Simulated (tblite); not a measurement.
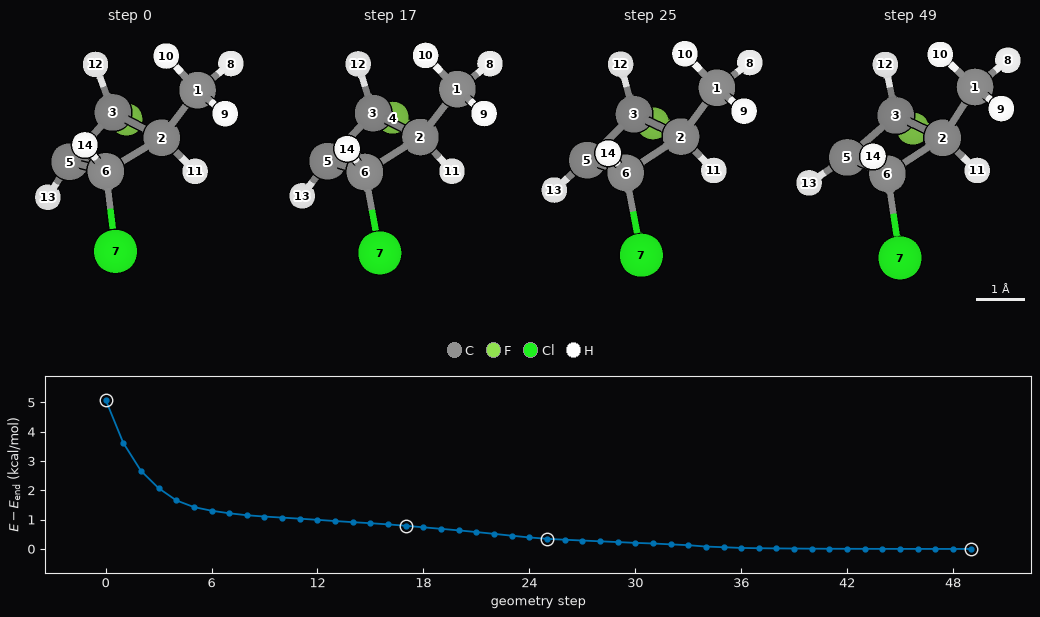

Frames of a relaxation of C$_{5}$H$_{7}$ClF (multiplicity 2), marked on the history of the run. The picture is a ball-and-stick view, seen from a free direction.

The calculation used GFN2-xTB geometry optimisation, gas phase in tblite. 

Q: Describe the path.

A: H13 moves most after the best rigid fit: 0.56 Å. Largest moves by element: H 0.56 Å, Cl 0.32 Å, F 0.24 Å, C 0.13 Å. Among the contacts that change: C6–Cl7 1.777 → 1.812 Å, C3–F4 1.346 → 1.381 Å, C3–C5 1.458 → 1.483 Å, C2–H11 1.108 → 1.090 Å. Among the angles between lasting bonds that change: C5–C6–H14 111.2° → 117.7°, F4–C3–H12 111.9° → 105.5°, F4–C3–C5 111.2° → 116.5°. The energy falls by 5.10 kcal/mol in 49 geometry steps. From step 0 to 17: F and H atoms move most (0.14 Å), energy −4.31 kcal/mol. From step 17 to 25: H13 moves most (0.21 Å), energy −0.44 kcal/mol. From step 25 to 49: H13 moves most (0.22 Å), energy −0.35 kcal/mol.
